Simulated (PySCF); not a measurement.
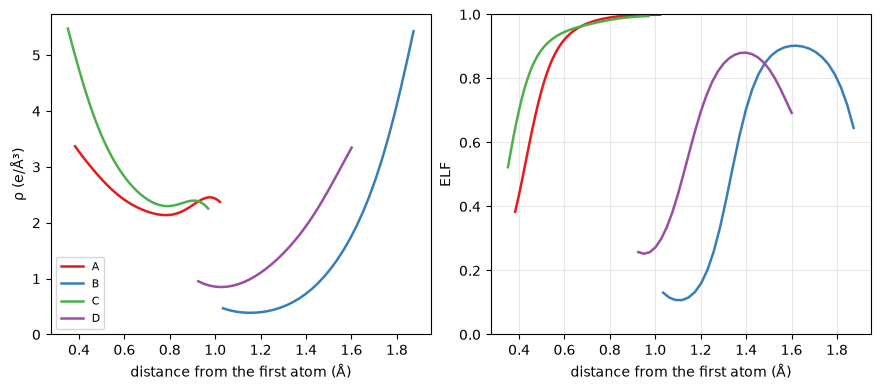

Figure. H₈HfN₃O (charge +1). Electron density and ELF along straight lines between neighbouring atoms. The curves leave out the atomic cores.

Core potentials replace the inner electrons of Hf.

The calculation used RKS PBE0, Hf def2-SVP with ECP60, N def2-SVP, H def2-SVP, O def2-SVP; non-relativistic Hamiltonian with scalar-relativistic core potentials where named; density fitting in PySCF 2.14.0.

Input file:

```
mol = gto.M(atom='''
Hf     0.08821    -0.08821     0.13804
N      1.13037     1.23544     1.21723
H      2.02463     1.66027     0.96790
H      0.89501     1.55997     2.15707
N     -1.23544    -1.13037     1.21723
H     -1.55997    -0.89501     2.15707
H     -1.66027    -2.02463     0.96790
N      1.16013    -1.16013    -1.17243
H      0.93685    -2.09844    -1.50959
H      2.09844    -0.93685    -1.50959
O     -1.11694     1.11694    -1.31068
H     -1.78843     1.78843    -1.11765
H     -1.04396     1.04396    -2.27399''',
    basis={'Hf': 'def2-SVP', 'N': 'def2-SVP', 'H': 'def2-SVP', 'O': 'def2-SVP'},
    ecp={'Hf': 'def2-SVP'},
    charge=1, spin=0)
mf = dft.RKS(mol, xc='PBE0')
mf.grids.atom_grid = (75, 302)  # f atoms: at least (60, 302), unpruned
mf = mf.density_fit()  # Hf def2-universal-JKFIT, N def2-universal-JKFIT, H def2-universal-JKFIT, O def2-universal-JKFIT
mf.conv_tol = 1e-09; mf.max_cycle = 55
mf.kernel(dm0)
```

Run with:

```sh
OMP_NUM_THREADS=2 python run.py
```

Which curve belongs to which contact (Hf–N, Hf–O, N–H and O–H)? The first atom named is at distance zero.

Curve A: N–H (1.02 Å): ρ is about 2.7 e/Å³ halfway; the ELF climbs to about 1 towards the hydrogen, as it does in any bond to H: a covalent bond by its length. Curve B: Hf–O (2.24 Å): ρ is about 0.4 e/Å³ halfway; the ELF peaks at about 0.90 in the valence shell of O, 0.6 Å from its nucleus, and drops to about 0.10 between the two atoms. Curve C: O–H (0.97 Å): the density is about 3.7 e/Å³ at the midpoint; the ELF climbs to about 1 towards the hydrogen; an ordinary covalent bond to hydrogen. Curve D: Hf–N (2.00 Å): ρ is about 0.86 e/Å³ halfway; the ELF peaks at about 0.90 in the valence shell of N, 0.6 Å from its nucleus, and is about 0.25 at the midpoint.
